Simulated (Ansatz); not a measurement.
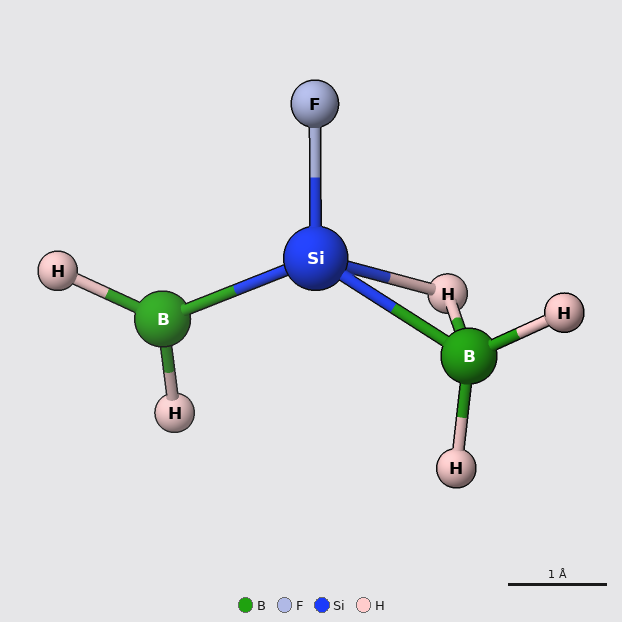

Every bond is drawn as one stick, whatever its order.

Identify the structure.

The molecule is B2FH5Si. This geometry has C1 symmetry. Coordination, clear cases only: 1 B trigonal planar.

More results for the same structure follow; atom numbers are the same in all pictures, views and colours differ. Computed geometry: PBE0-D4/def2-TZVP optimisation. No frequency run is at hand to confirm it as a minimum.

**Shape**

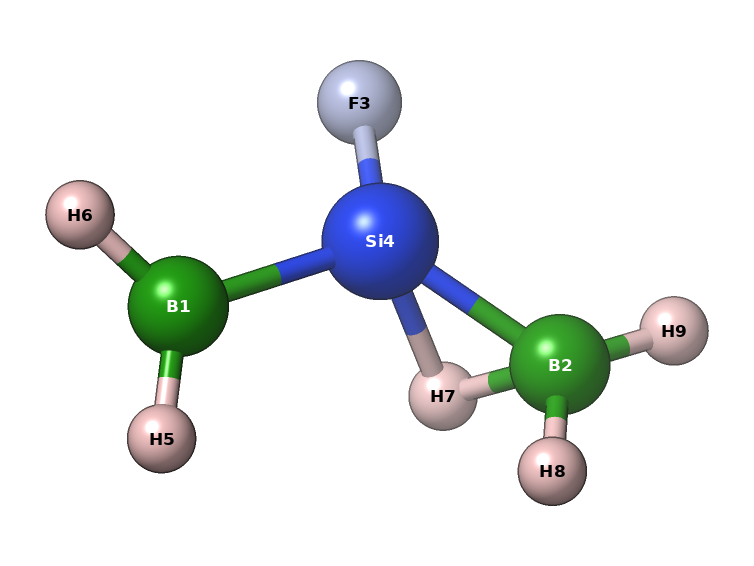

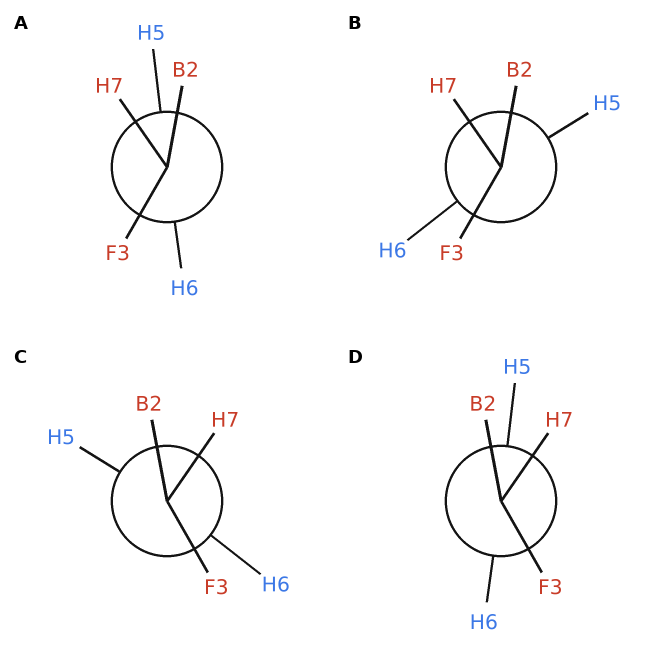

Depth is shown by fading: the farther an atom, the more it takes the colour of the background. Bonds that would overlap in a projection are set slightly apart. No frequency run is at hand to confirm it as a minimum.

**Which Newman projection shows the view along Si4–B1, with Si4 in front?**

A. The torsion angle F3–Si4–B1–H5 is 149°, anticlinal.

**Dipole moment**

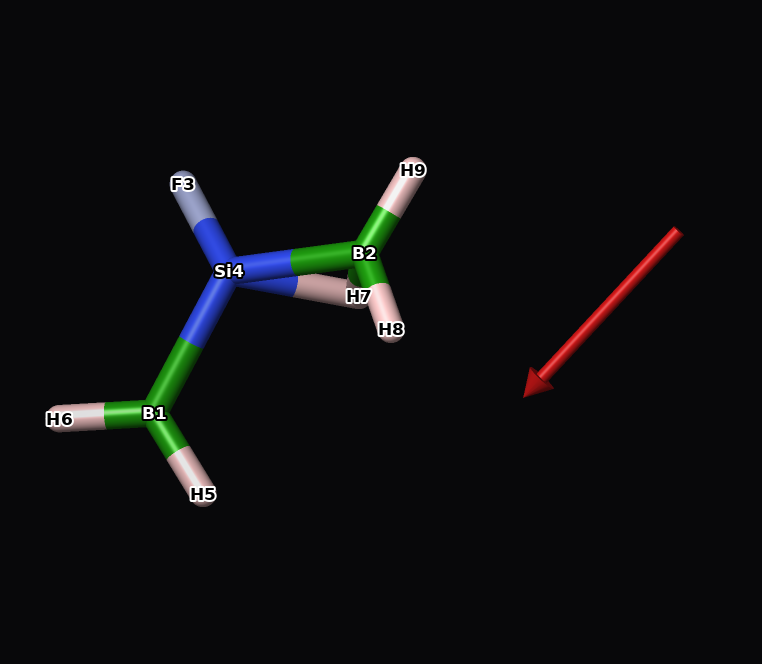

The arrow beside the molecule shows the direction of the dipole moment, from the negative to the positive end (its length means nothing). No frequency run is at hand to confirm it as a minimum. Level of theory: RKS PBE0-D4/def2-TZVP (Ansatz 0.2.0).

**How large is the dipole moment?**

1.89 D; it points from the side of H9 to the side of H6 (the outermost atoms at the two ends).

**Electronic properties**

No frequency run is at hand to confirm it as a minimum. Properties computed with RKS r2SCAN-D4/def2-TZVPP (Ansatz 0.2.0).

**What is the dispersion correction?**

−3.5 kJ/mol.

**Charges**

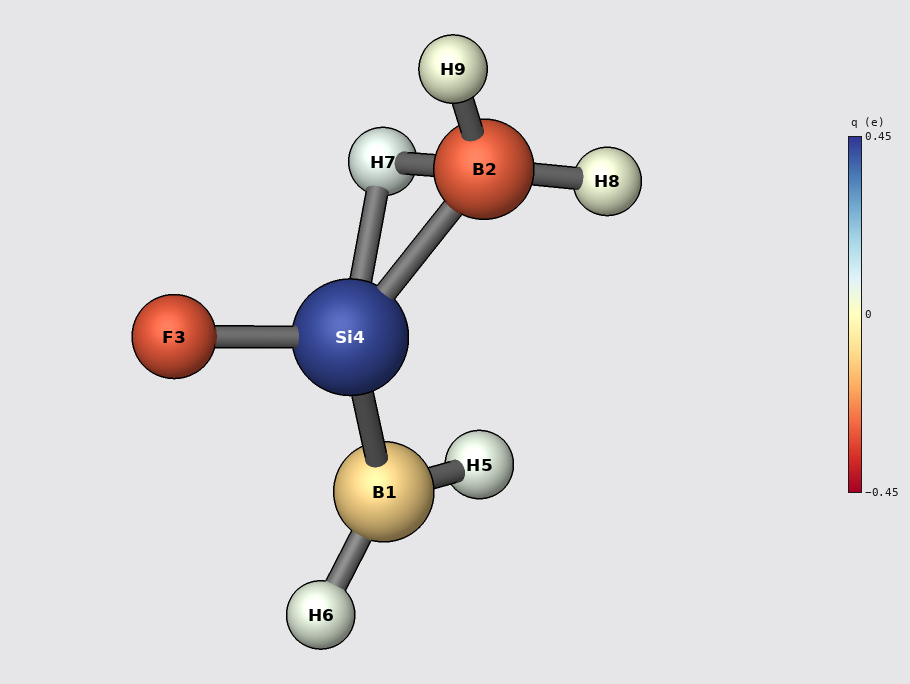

Atoms are coloured by their Mulliken charges. No frequency run is at hand to confirm it as a minimum. Method: RKS PBE0-D4/def2-TZVP (Ansatz 0.2.0).

List the Mulliken charges.

```tsv
atom	value (e)
B1	−0.10
B2	−0.29
F3	−0.30
Si4	0.42
H5	0.06
H6	0.06
H7	0.07
H8	0.04
H9	0.04
```

Mulliken values depend strongly on the basis set and can even reverse the polarity of a bond.
